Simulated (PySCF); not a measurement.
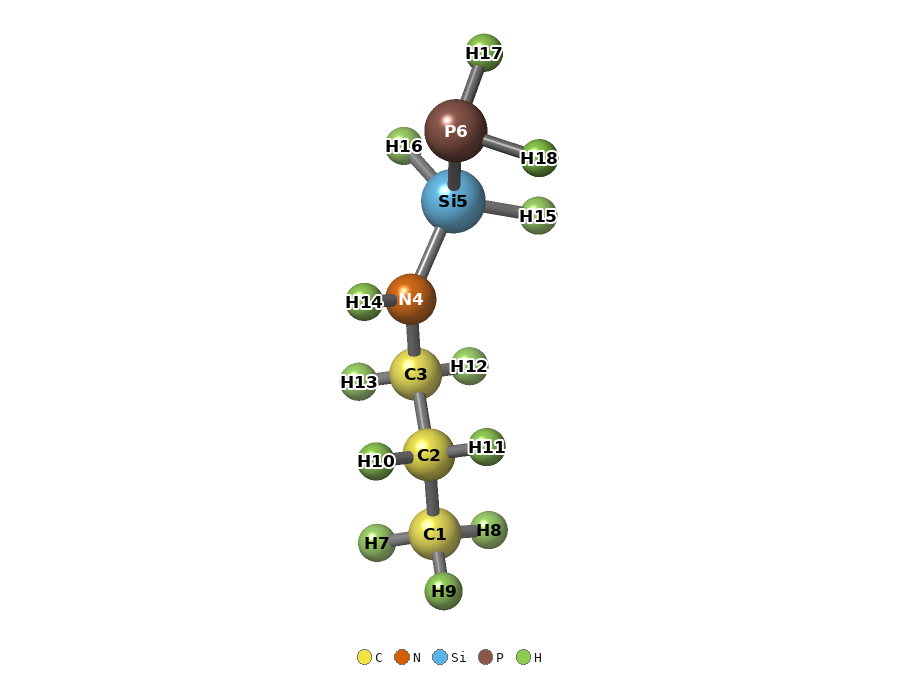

The geometry was computed by an optimisation with PBE0-D3(BJ)/def2-SVP. No frequency run is at hand to confirm it as a minimum. Properties computed with delta-SCF UKS SCAN, pcX-2 on the ionised atom, pcseg-1 elsewhere, spin-free X2C (PySCF 2.14.0).

Give the core-electron binding energies (to vacuum; p and d levels without spin–orbit splitting) of C1 1s, C2 1s, C3 1s, N4 1s, Si5 1s, Si5 2p, P6 1s, P6 2p.

| atom | level | binding energy (eV) |
| --- | --- | --- |
| C1 | 1s | 290.7 |
| C2 | 1s | 290.5 |
| C3 | 1s | 291.4 |
| N4 | 1s | 404.2 |
| Si5 | 1s | 1846.5 |
| Si5 | 2p | 106.9 |
| P6 | 1s | 2149.6 |
| P6 | 2p | 136.4 |
